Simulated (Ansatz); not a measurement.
# A small benchmark: atomisation enthalpy at 298 K

10 molecules holding Si, Ge, B, Al, Ga, P or As; the atomisation enthalpy at 298 K in kJ/mol, computed less measured. Shapes, held fixed at every level: PBE0-D4/def2-TZVP. Thermal terms are harmonic and unscaled (PBE0-D4/def2-TZVP); the spin-orbit lowering of the free atoms is taken from their spectra. Programs: Ansatz 0.2.0. Measured values: CRC Handbook of Chemistry and Physics, NIST-JANAF tables.

Levels: A = PBE-D4/def2-TZVPP; B = r2SCAN-D4/def2-TZVPP; C = wB97M-V/def2-TZVPP.

| molecule | from tabulated heats | A | B | C |
| --- | --- | --- | --- | --- |
| B(BO)O (diboron dioxide) | 2095 | +106 | +26 | +10 |
| BBrF2 (SMILES FB(F)Br) | 1661 | +57 | +23 | 0 |
| BCl3 (boron trichloride) | 1337 | +64 | +38 | +22 |
| BClF2 (chlorodifluoroborane) | 1736 | +60 | +24 | +12 |
| PF3 (phosphorus trifluoride) | 1513 | +43 | -16 | +9 |
| SiF4 (silicon tetrafluoride) | 2382 | -10 | -26 | -32 |
| GeI4 (germanium tetraiodide) | 856 | +61 | +29 | -35 |
| SiI4 (SMILES I[Si](I)(I)I) | 987 | +48 | +13 | -34 |
| Si(CH3)Cl3 | 2714 | +76 | +63 | +61 |
| Si(CH3)3Cl (chlorotrimethylsilane) | 5037 | +41 | +10 | +12 |

Sum up the errors.


```csv
level,kind,mean error,mean absolute error,worst case
PBE-D4/def2-TZVPP,GGA,+54.6,56.6,B(BO)O
r2SCAN-D4/def2-TZVPP,meta-GGA,+18.4,26.8,Si(CH3)Cl3
wB97M-V/def2-TZVPP,range-separated hybrid,+2.5,22.7,Si(CH3)Cl3
```

On this set wB97M-V/def2-TZVPP has the smallest mean absolute error and PBE-D4/def2-TZVPP the largest. PBE-D4/def2-TZVPP is too high in 9 of 10; r2SCAN-D4/def2-TZVPP is too high in 8 of 10. The heats of GeI4, SiI4, Si(CH3)3Cl come from older tables and can be uncertain by 10 kJ/mol or more. The molecules' own spin-orbit binding is left out, so errors for heavy halides read too negative. Heats of the atoms come from ATcT where it has them, that of boron, 570 kJ/mol, from recent work. With so many references in doubt the order of the levels isn't settled. The tabulated values of B(BO)O, BBrF2, BClF2, Si(CH3)Cl3 are in doubt (older tables, estimates, or at odds with other calculations) and kept here. Over the 6 molecules whose values aren't doubted the mean absolute errors are A 44.5; B 22.0; C 24.0. For atoms past krypton def2 sets carry core potentials with scalar relativity. Relativity is left out for Br, Ge. The set is small.

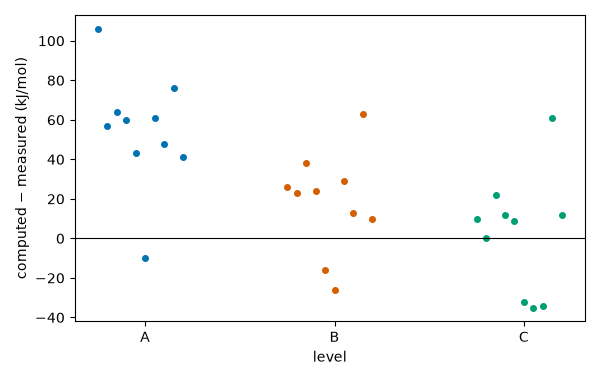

Errors of each level, one point a molecule.
